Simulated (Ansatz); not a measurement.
Formation energy of the localised charge states of N_C in diamond (start: the C site; 216-site cell, 2×2×2 shifted sampling) against the Fermi level, host crystal and elements as references (Δμ(C) = 0.14 eV, Δμ(N) = 0.00 eV; N taken from its element, since no compound that bounds it was computed at this level; only phases computed here count, gases as isolated molecules at 0 K). Level of theory: PBE, PAW (plane waves to 420 eV; Ansatz, an electronic-structure program).

Charges with a result: +1, 0, −1. Others weren't obtained, and one of them could lie lower, also by skipping a charge.

Set-up: 216-site cell; 2×2×2 shifted k-points; host gap 4.13 eV; charged states image-corrected; not converged in cell size.

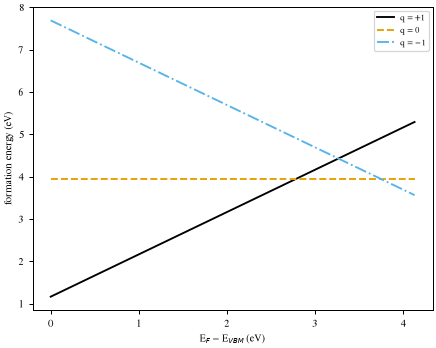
Figure: Formation energy of each charge state against the Fermi level

Crossings of the lowest lines: (+1/0) at 2.79 eV; (0/−1) at 3.74 eV. At the valence-band maximum: q = +1: 1.16 eV; q = 0: 3.95 eV; q = −1: 7.69 eV.
